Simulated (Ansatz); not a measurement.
# CH2FN (SMILES N=CF): levels of theory compared

Aim: a comparison of 6 runs (BLYP/STO-3G, CAM-B3LYP/STO-3G, PBE0/STO-3G, revPBE/STO-3G, UMP2/STO-3G, FCI/STO-3G) of CH2FN. 

The calculation is run with Ansatz 0.2.0.

65 further runs of the same task are left out: 65 set aside as unsound or not needed.

**1. Starting point**

CH2FN: 5 atoms, total charge 0, spin state singlet. As SMILES, `N=CF`. The H5–C2 distance was set to 1.638 Å, away from the relaxed value. At this shape a bond of the SMILES string is far longer than usual.

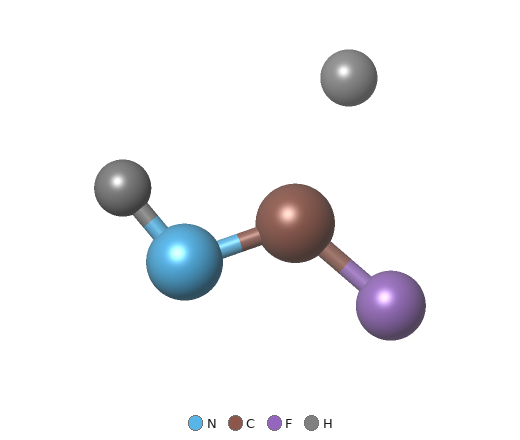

The structure, seen from a chosen angle (nitrogen blue, carbon brown, fluorine purple, hydrogen grey).

**2. The energy at BLYP/STO-3G (run 1)**

The input, input.yaml:

```yaml
crystal:
  periodic: [false, false, false]
  atoms:
    - {symbol: N, position_ang: [-0.859041, -0.964617, -0.574941]}
    - {symbol: C, position_ang: [0.157359, -0.544717, 0.002159]}
    - {symbol: F, position_ang: [1.103259, -1.395017, 0.385659]}
    - {symbol: H, position_ang: [-1.483041, -0.196117, -0.802441]}
    - {symbol: H, position_ang: [0.574800, 0.986000, 0.407600]}
basis:
  gaussian: {orbitals: STO-3G}
hamiltonian: {xc: {name: BLYP}}
accuracy: high
```

Run with:

```bash
$ ansatz run input.yaml --threads 1 --pin off --max-ram 2610MiB --events-out events.jsonl --progress --plain --runs-dir runs
```

What it wrote:

```text
Warning: RAYON_NUM_THREADS=1 ignored (pool sized by the plan → 1); use --threads N
Functional definition: BLYP
  name "BLYP"
  parameter beta = 0.0042
  parameter a = 0.04918
  parameter b = 0.132
  parameter c = 0.2533
  parameter d = 0.349
  exchange = b88_x(beta = beta)
  correlation = lyp_c(a = a, b = b, c = c, d = d)
297 factors; integrals over basis functions are off by at most 5.0e-8 eV
mean field evaluation 1: about -5196.0568 eV, gradient 3.0e1 eV
mean field evaluation 2: about -5173.1481 eV, gradient 9.6e1 eV
mean field evaluation 4: about -5198.8364 eV, gradient 5.4e0 eV
mean field evaluation 8: about -5198.8903 eV, gradient 5.4e-2 eV
mean field evaluation 16: about -5198.8903 eV, gradient 3.4e-7 eV
mean field -5198.89028367 eV, -191.0556939903 hartree, gradient 3.0e-8 eV, S^2 0.000000; 0 other end points of the search recorded, 0 dependent functions left out
reference -5198.89031430 eV, -191.0556951161 hartree; 12, 12 occupied and 5, 5 virtual orbitals, 297 factors
Total energy: -5198.89031430 eV, -191.0556951161 hartree
```

Run time: 0.77 s. Hardware: 1 thread of Arm Neoverse V2, shared host.

**3. The energy at CAM-B3LYP/STO-3G (run 2)**

The input, molecule.yaml:

```yaml
crystal:
  periodic: [false, false, false]
  atoms:
    - {symbol: N, position_ang: [-0.859041, -0.964617, -0.574941]}
    - {symbol: C, position_ang: [0.157359, -0.544717, 0.002159]}
    - {symbol: F, position_ang: [1.103259, -1.395017, 0.385659]}
    - {symbol: H, position_ang: [-1.483041, -0.196117, -0.802441]}
    - {symbol: H, position_ang: [0.574800, 0.986000, 0.407600]}
basis:
  gaussian:
    orbitals: STO-3G
hamiltonian:
  xc: {name: CAM-B3LYP}
accuracy: high
```

Run with:

```bash
$ ansatz run molecule.yaml --threads 1 --pin off --max-ram 2610MiB --events-out events.jsonl --progress --plain --runs-dir runs
```

What it wrote:

```text
Warning: RAYON_NUM_THREADS=1 ignored (pool sized by the plan → 1); use --threads N
Functional definition: CAM-B3LYP
  name "CAM-B3LYP"
  parameter alpha = 0.19
  parameter beta = 0.46
  parameter omega = 0.33/bohr
  parameter ac = 0.81
  exchange = (1 - alpha - beta)*b88_x + beta*b88_x_sr(omega) + alpha*exact_x + beta*exact_x_lr(omega)
  correlation = (1 - ac)*vwn5_c + ac*lyp_c
297 factors; integrals over basis functions are off by at most 5.0e-8 eV
150 factors; integrals over basis functions are off by at most 6.6e-10 eV
mean field evaluation 1: about -5195.2069 eV, gradient 3.0e1 eV
mean field evaluation 2: about -5193.1853 eV, gradient 4.4e1 eV
mean field evaluation 4: about -5197.9447 eV, gradient 1.2e0 eV
mean field evaluation 8: about -5197.8979 eV, gradient 1.7e-2 eV
mean field evaluation 16: about -5197.8979 eV, gradient 2.3e-7 eV
mean field -5197.89789716 eV, -191.0192244588 hartree, gradient 6.3e-8 eV, S^2 0.000000; 0 other end points of the search recorded, 0 dependent functions left out
reference -5197.89790809 eV, -191.0192248607 hartree; 12, 12 occupied and 5, 5 virtual orbitals, 297 factors
Total energy: -5197.89790809 eV, -191.0192248607 hartree
```

Run time: 0.83 s. Hardware: 1 thread of Arm Neoverse V2, shared host.

Runs 3 to 5 aren't shown in full; the table further down has their settings and results.

**4. A single-point energy at FCI/STO-3G (run 6)**

The input, in.yaml:

```yaml
crystal:
  periodic: [false, false, false]
  atoms:
    - {symbol: N, position_ang: [-0.859041, -0.964617, -0.574941]}
    - {symbol: C, position_ang: [0.157359, -0.544717, 0.002159]}
    - {symbol: F, position_ang: [1.103259, -1.395017, 0.385659]}
    - {symbol: H, position_ang: [-1.483041, -0.196117, -0.802441]}
    - {symbol: H, position_ang: [0.574800, 0.986000, 0.407600]}
basis:
  gaussian: {orbitals: STO-3G}
correlation: {method: fci, frozen_orbitals: {C: 1, F: 1, H: 0, "N": 1}}
accuracy: high
```

Run with:

```bash
$ ansatz run in.yaml --threads 1 --pin off --max-ram 2610MiB --events-out events.jsonl --progress --plain --runs-dir runs
```

What it wrote:

```text
Warning: RAYON_NUM_THREADS=1 ignored (pool sized by the plan → 1); use --threads N
Functional definition: HF
  name "HF"
  exchange = exact_x
  correlation = 0
297 factors; integrals over basis functions are off by at most 5.0e-8 eV
mean field evaluation 1: about -5171.9105 eV, gradient 3.0e1 eV
mean field evaluation 2: about -5171.9988 eV, gradient 3.0e1 eV
mean field evaluation 4: about -5174.8866 eV, gradient 2.4e0 eV
mean field evaluation 8: about -5174.9334 eV, gradient 8.4e-2 eV
mean field -5174.93339044 eV, -190.1752944030 hartree, gradient 2.4e-8 eV, S^2 0.000000; 0 other end points of the search recorded, 0 dependent functions left out; unrestricted orbitals would lower it
mean field evaluation 16: about -5174.9643 eV, gradient 2.7e0 eV
3 core orbitals not correlated: weight in the atoms' cores, before any rotation towards them, 1.000 or more for the frozen orbitals, at most 0.000 for the correlated occupied ones
reference -5174.93339044 eV, -190.1752944030 hartree; 9, 9 occupied and 5, 5 virtual orbitals, 297 factors
state -5180.53784657 eV, -190.3812543669 hartree
Total energy: -5180.53784657 eV, -190.3812543669 hartree
```

Wall time 20 s (1 thread of Arm Neoverse V2, shared host); peak memory 0.36 GiB.

**5. Overview of the runs**

```csv
run,level,frozen core orbitals,energy (Eh),wall time
1,BLYP/STO-3G,–,-191.055695,0.77 s
2,CAM-B3LYP/STO-3G,–,-191.019225,0.83 s
3,PBE0/STO-3G,–,-190.939786,0.76 s
4,revPBE/STO-3G,–,-191.091826,0.81 s
5,UMP2/STO-3G,3,-190.308430,0.12 s
6,FCI/STO-3G,3,-190.381254,20 s
```

**6. Results**

| quantity | value |
| --- | --- |
| run 6: total energy | -190.38125 Eh |
| run 6: correlation energy (3 core orbitals frozen) | -206.0 mEh |

Against full CI in this basis: UMP2 +72.8 mEh. Totals of different functionals can't be ranked against each other. In runs 1, 2, 3, 4, 5, 6 the basis is minimal, so the values are rough. Spin contamination of the reference: run 5 ⟨S²⟩ = 0.43. All runs together took 23 s, the longest 20 s.
